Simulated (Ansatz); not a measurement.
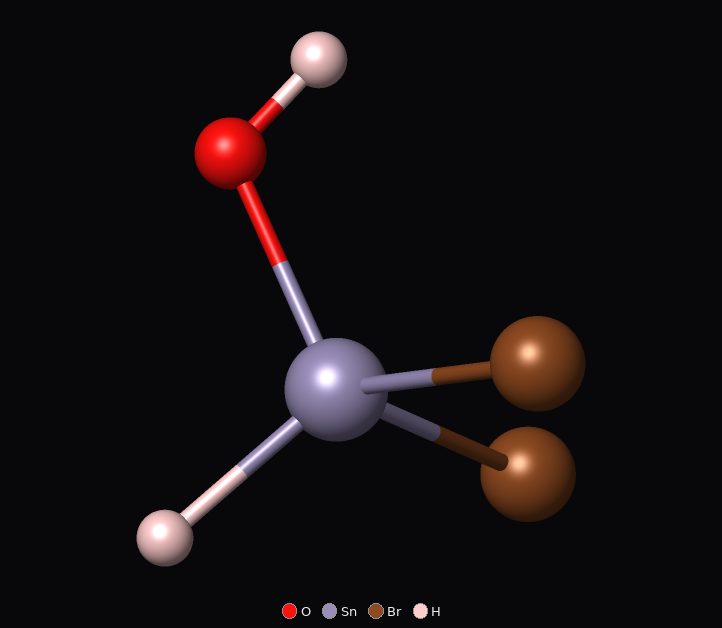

Harmonic vibrations computed with RKS PBE0-D4/def2-TZVP, core potentials on Sn (Ansatz 0.2.0) at a stationary point of the same level.

### Minimum or transition state?

A minimum: no imaginary frequency, and the lowest mode lies at 76 cm⁻¹.

### How many vibrational modes are there, and where do they lie?

12 modes: 76, 108, 137, 190, 255, 274, 539, 552, 649, 872, 2007, 3882 cm⁻¹.
